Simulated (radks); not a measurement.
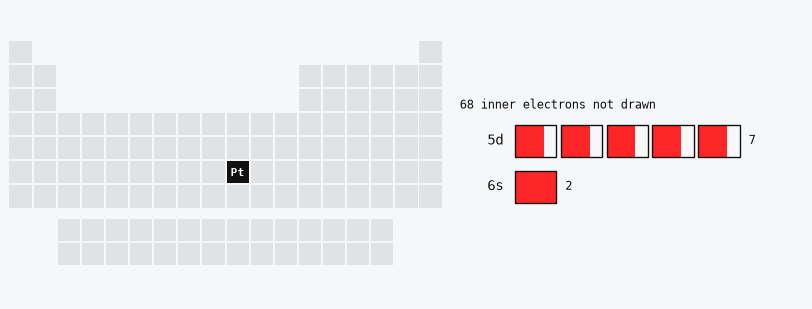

**Figure 1.** Left, the place of platinum in the periodic table; right, the outer shells as the input fills them: a box for each of the 2l + 1 orbitals, shaded by the share of the shell that is filled, with the electron count at the right.

# Run report: Pt⁺, atomic calculation

The platinum ion Pt⁺ in the configuration [Xe] 4f14 5d7 6s2 (high spin). Computed at this level: scalar-relativistic Kohn-Sham, PBEsol, spin-polarised, spherical densities, point nucleus (the in-house radial solver radks).

Results in brief:

```tsv
quantity	value
outcome	converged
total energy	−18407.8923 hartree
kinetic energy	20533.9616 hartree
electron–nucleus energy	−45714.1927 hartree
Hartree energy	7120.8642 hartree
exchange–correlation energy	−348.525456 hartree
radius at density 0.001 e/bohr³	4.13 bohr
SCF iterations	15
hardware	1 CPU thread, shared host
```

The input:
```
Z 78
configuration [Xe] 4f14 5d7 6s2
relativity scalar-relativistic
functional pbe_sol,pbe_sol
spin polarised
nucleus point
c 137.035999084
```

Energies in input and log are in hartree, lengths in bohr.

Log:
```
1s      1   1.0000       -2882.10371811
2s      1   1.0000        -506.77170908
2p      1   3.0000        -439.26143528
3s      1   1.0000        -119.44620410
3p      1   3.0000         -99.79148857
3d      1   5.0000         -78.48641270
4s      1   1.0000         -26.08407687
4p      1   3.0000         -19.63886709
4d      1   5.0000         -11.81782126
4f      1   7.0000          -3.12647990
5s      1   1.0000          -4.30432447
5p      1   3.0000          -2.61278807
5d      1   5.0000          -0.72509695
6s      1   1.0000          -0.57316519
1s      2   1.0000       -2882.10367604
2s      2   1.0000        -506.76393298
2p      2   3.0000        -439.25503864
3s      2   1.0000        -119.44291783
3p      2   3.0000         -99.78789398
3d      2   5.0000         -78.48065280
4s      2   1.0000         -26.07638887
4p      2   3.0000         -19.63151177
4d      2   5.0000         -11.80917842
4f      2   7.0000          -3.11360211
5s      2   1.0000          -4.24961085
5p      2   3.0000          -2.54572725
5d      2   2.0000          -0.65327429
6s      2   1.0000          -0.53580117
Etot -18407.892274889586
Ekin 20533.961648415243
Encl -45714.19266136607
Eh 7120.864193730064
Exc -348.5254556688215
err 6.043856823472959e-09
it 15
```

Slater integrals of the outer shells (hartree):

| integral | value |
| --- | --- |
| F0(6s,6s) | 0.3572 |
| F0(6s,5d) | 0.4196 |
| G2(6s,5d) | 0.1028 |
| F0(6s,5p) | 0.4428 |
| G1(6s,5p) | 0.0338 |
| F0(5d,5d) | 0.5876 |
| F2(5d,5d) | 0.3036 |
| F4(5d,5d) | 0.2005 |
| F0(5d,5p) | 0.6743 |
| F2(5d,5p) | 0.3309 |
| G1(5d,5p) | 0.3958 |
| G3(5d,5p) | 0.2447 |
| F0(5p,5p) | 0.8205 |
| F2(5p,5p) | 0.4424 |

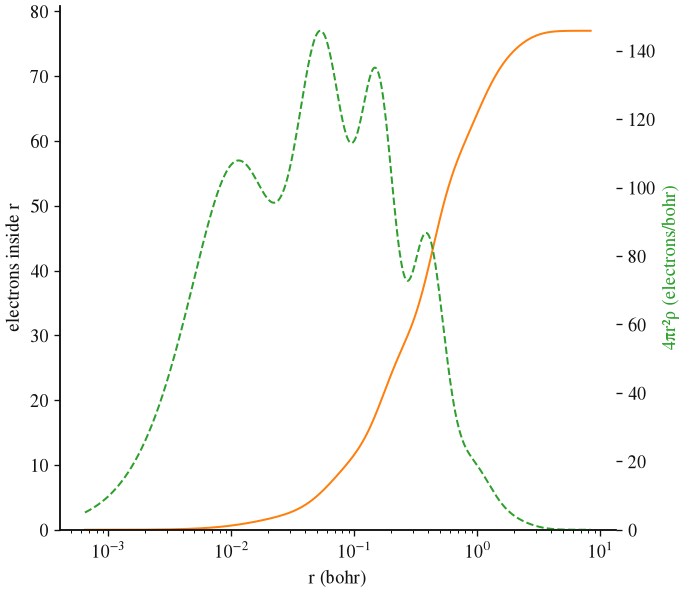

**Figure 2.** The number of electrons inside radius r (solid) and the radial density 4πr²ρ (dashed). The count levels off at 77 electrons. Half of them lie within 0.378 bohr, 90 % within 1.34 bohr and 99 % within 2.99 bohr. The radial density has minima at 0.0221, 0.0947 and 0.272 bohr, where the count stands at 1.9, 11.0 and 30.0; these part the shells that the density resolves.

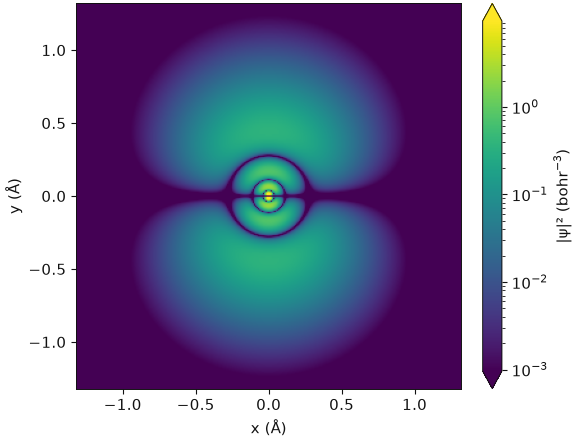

**Figure 3.** The 5p(y) orbital of down spin. The radial function comes from the spherical calculation and is multiplied by a real spherical harmonic; the overall sign is chosen so that the largest lobe of P(r) is positive; at the scalar-relativistic level it is the large component. In the xy plane through the nucleus, the colour gives |ψ|² on a logarithmic scale. (1 bohr = 0.529 Å.) It has the nodal plane xz and 3 radial nodes, at r = 0.0739, 0.214 and 0.525 bohr. The outermost maximum of P² lies at 0.973 bohr, ⟨r⟩ = 1.09 bohr, 90 % of the charge lies within 1.59 bohr, and the eigenvalue is −69.3 eV, with 3 electrons in the shell for this spin.

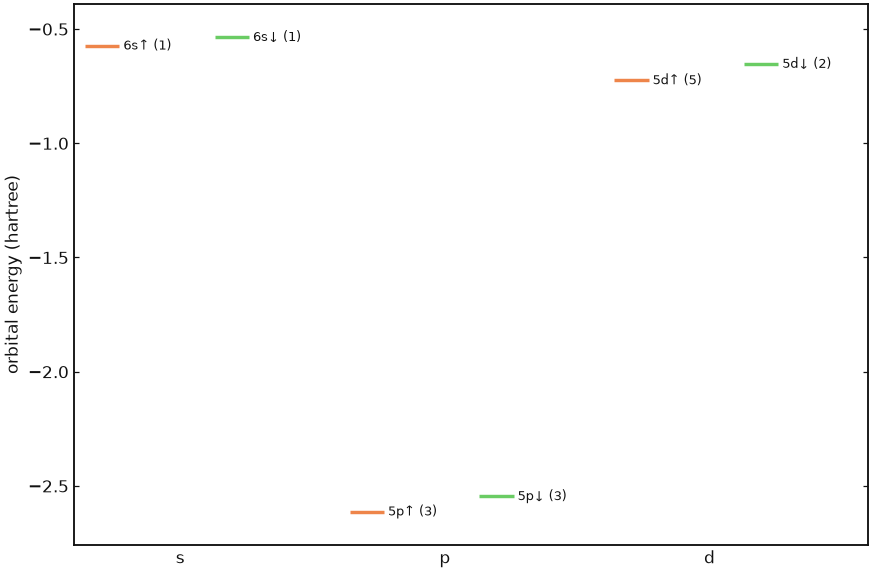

**Figure 4.** The outer levels are drawn (occupations in brackets, up spins at the left of each column and down spins at the right). The highest occupied level is 6s down at −0.536 hartree. The highest 4 occupied levels, from the top down, are 6s down (−0.536 hartree), 6s up (−0.573 hartree), 5d down (−0.653 hartree), 5d up (−0.725 hartree). The largest exchange splitting (down less up) among the shells drawn in both spins is that of 5d, 0.0718 hartree. The open 5d shell lies under a filled one.

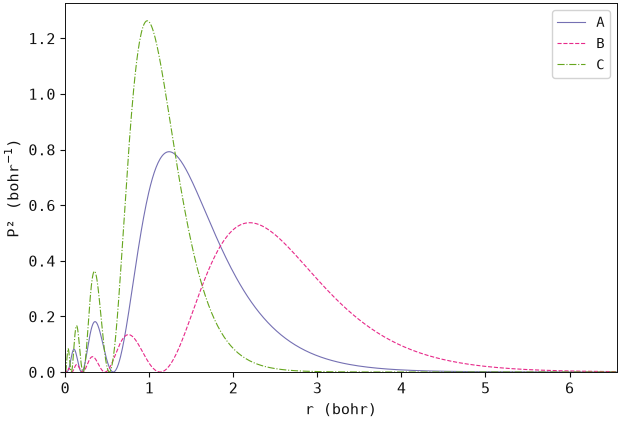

**Figure 5.** The radial probability densities P² of 5d up, 5p up and 6s up. A is 5d up; B is 6s up; C is 5p up. 5p up: outer maximum at 0.977 bohr, ⟨r⟩ = 1.10 bohr, 3 nodes, eigenvalue −71.1 eV; 5d up: outer maximum at 1.24 bohr, ⟨r⟩ = 1.54 bohr, 2 nodes, eigenvalue −19.7 eV; 6s up: outer maximum at 2.20 bohr, ⟨r⟩ = 2.52 bohr, 5 nodes, eigenvalue −15.6 eV. The innermost lobes are too small to be seen at this scale.
